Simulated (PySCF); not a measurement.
# CH5AlCl: one change and its effect

System: CH5AlCl, charge −1, SMILES [AlH3-][CH2]Cl.
Method of the first run: GIAO HF/pcSseg-2 NMR shielding, non-relativistic, gas phase (PySCF 2.14.0).

The geometry comes from this level: PBE0-D3(BJ)/def2-SVP. Text and figures count atoms from 1; the logs count them from 0 in places.

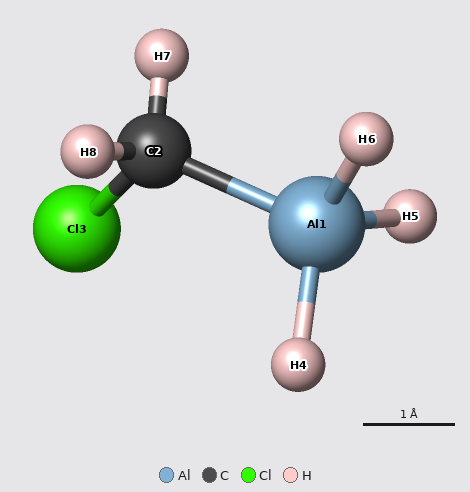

The structure (ball-and-stick view, seen at a tilt; atoms are numbered from 1 in the order of the input). Sticks mark near contacts.

## Input file, the first run
```
{"job": {"kind": "nmr", "xc": "HF", "basis": "pcSseg-2", "pop": false}, "charge": -1, "multiplicity": 1}
Al    -1.028231     0.039306    -0.076693
C      1.002315    -0.157353     0.012455
Cl     1.862570     1.259681     0.785687
H     -1.644092     0.161654     1.438725
H     -1.412773     1.346223    -0.990571
H     -1.553835    -1.348661    -0.802912
H      1.459794    -0.254510    -0.986705
H      1.323793    -1.036651     0.595553
```

The first line tells a small driver script what to run in PySCF; the rest is the geometry in Å.

Hardware: 1 CPU thread, shared host.

## Output (the first run)
```
final grid: 61704 points
cycle   1  E = -742.2117147285  dE = -3.131e-01  |g| = 3.138e-01  |ddm| = 1.856e+00
cycle   2  E = -742.2473704789  dE = -3.566e-02  |g| = 1.329e-01  |ddm| = 4.823e-01
cycle   3  E = -742.2518476184  dE = -4.477e-03  |g| = 4.079e-02  |ddm| = 1.464e-01
cycle   4  E = -742.2525478803  dE = -7.003e-04  |g| = 8.421e-03  |ddm| = 6.585e-02
cycle   5  E = -742.2525850356  dE = -3.716e-05  |g| = 2.695e-03  |ddm| = 1.585e-02
cycle   6  E = -742.2525894625  dE = -4.427e-06  |g| = 1.012e-03  |ddm| = 4.818e-03
cycle   7  E = -742.2525904614  dE = -9.990e-07  |g| = 2.926e-04  |ddm| = 2.697e-03
cycle   8  E = -742.2525905552  dE = -9.374e-08  |g| = 8.816e-05  |ddm| = 8.383e-04
cycle   9  E = -742.2525905628  dE = -7.637e-09  |g| = 3.006e-05  |ddm| = 2.267e-04
cycle  10  E = -742.2525905638  dE = -9.693e-10  |g| = 8.215e-06  |ddm| = 9.567e-05
converged SCF energy = -742.2525905638

GIAO shielding tensors (ppm)
atom      isotropic    diamagn.    paramagn.     s11        s22        s33       span
  0 Al     486.759     788.027    -301.268    468.670    483.750    507.856     39.186
  1 C      150.975     241.169     -90.194    114.344    137.338    201.244     86.900
  2 Cl    1024.271    1145.925    -121.654    931.868   1010.213   1130.733    198.865
  3 H       28.198      28.603      -0.405     25.726     27.069     31.798      6.072
  4 H       28.199      28.613      -0.414     25.724     27.078     31.795      6.071
  5 H       28.256      28.855      -0.598     25.846     26.523     32.400      6.555
  6 H       29.399      30.516      -1.116     24.193     28.081     35.923     11.730
  7 H       29.402      30.508      -1.107     24.178     28.089     35.938     11.760
```

The input of the second run differs as follows (lines with − go, lines with + come):
```diff
-"xc": "HF"
+"xc": "OPBE"
```

Predict how the results change.

The total energies belong to different methods, so their difference says nothing on which is more stable or more accurate. The HOMO goes from −5.61 to −1.24 eV. The LUMO goes from 6.38 to 3.67 eV. Of all shieldings, the largest change is that of Cl3, by −87.1 ppm. The method changes from HF to OPBE. Exact exchange removes part of the self-interaction error of semilocal functionals, which pushes filled and empty levels apart. The SCF takes 14 iterations against 10.

## Output (the second run)
```
coarse grid: 7440 points
cycle   1  E = -743.6714434309  dE = -2.335e-01  |g| = 3.759e-01  |ddm| = 1.986e+00
cycle   2  E = -743.6472133138  dE =  2.423e-02  |g| = 5.051e-01  |ddm| = 1.323e+00
cycle   3  E = -743.7232762638  dE = -7.606e-02  |g| = 1.295e-01  |ddm| = 7.692e-01
cycle   4  E = -743.7275969648  dE = -4.321e-03  |g| = 3.815e-02  |ddm| = 1.290e-01
cycle   5  E = -743.7279106466  dE = -3.137e-04  |g| = 9.133e-03  |ddm| = 3.857e-02
cycle   6  E = -743.7279348441  dE = -2.420e-05  |g| = 2.703e-03  |ddm| = 1.386e-02
cycle   7  E = -743.7279369112  dE = -2.067e-06  |g| = 5.805e-04  |ddm| = 3.168e-03
final grid: 61704 points
cycle   8  E = -743.7334062780  dE = -1.681e-04  |g| = 2.259e-02  |ddm| = 5.157e-02
cycle   9  E = -743.7333891177  dE =  1.716e-05  |g| = 1.974e-02  |ddm| = 3.300e-02
cycle  10  E = -743.7334585262  dE = -6.941e-05  |g| = 3.695e-03  |ddm| = 2.148e-02
cycle  11  E = -743.7334623359  dE = -3.810e-06  |g| = 5.930e-04  |ddm| = 3.766e-03
cycle  12  E = -743.7334624066  dE = -7.070e-08  |g| = 2.726e-04  |ddm| = 6.264e-04
cycle  13  E = -743.7334624263  dE = -1.970e-08  |g| = 3.538e-05  |ddm| = 2.617e-04
cycle  14  E = -743.7334624267  dE = -3.871e-10  |g| = 8.947e-06  |ddm| = 5.095e-05
converged SCF energy = -743.7334624267

GIAO shielding tensors (ppm)
atom      isotropic    diamagn.    paramagn.     s11        s22        s33       span
  0 Al     462.741     793.119    -330.378    440.655    454.595    492.972     52.317
  1 C      143.939     243.122     -99.183    108.530    125.962    197.326     88.796
  2 Cl     937.211    1146.279    -209.067    820.533    867.801   1123.300    302.768
  3 H       27.571      28.907      -1.335     25.173     26.559     30.982      5.809
  4 H       27.571      28.915      -1.343     25.169     26.566     30.979      5.810
  5 H       27.506      29.057      -1.551     25.131     25.925     31.462      6.331
  6 H       28.680      29.689      -1.009     23.345     27.585     35.112     11.767
  7 H       28.685      29.687      -1.002     23.330     27.594     35.132     11.802
```

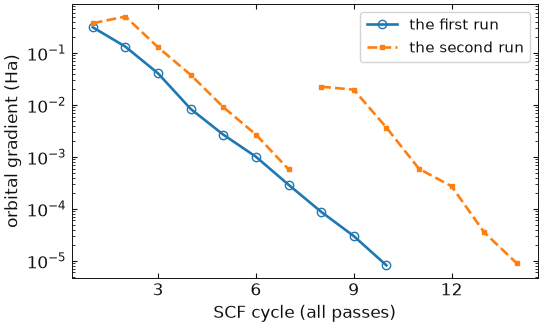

Convergence of the two runs: orbital gradient against the SCF cycle. A break in a curve parts two SCF passes (coarse and final grid). The first run takes 10 cycles in all, and the second run takes 14.

## The two runs side by side

```tsv
quantity	the first run	the second run
outcome	converged	converged
total energy (hartree)	−742.252591	−743.733462
HOMO (eV)	−5.61	−1.24
LUMO (eV)	6.38	3.67
shielding of Al1 (ppm)	486.8	462.7
shielding of C2 (ppm)	151.0	143.9
shielding of Cl3 (ppm)	1024.3	937.2
shielding of H5 (ppm)	28.2	27.6
shielding of H6 (ppm)	28.3	27.5
shielding of H7 (ppm)	29.4	28.7
shielding of H8 (ppm)	29.4	28.7
SCF iterations	10	14
basis functions	192	192
wall time (shared host)	5.8 s	15 s
```
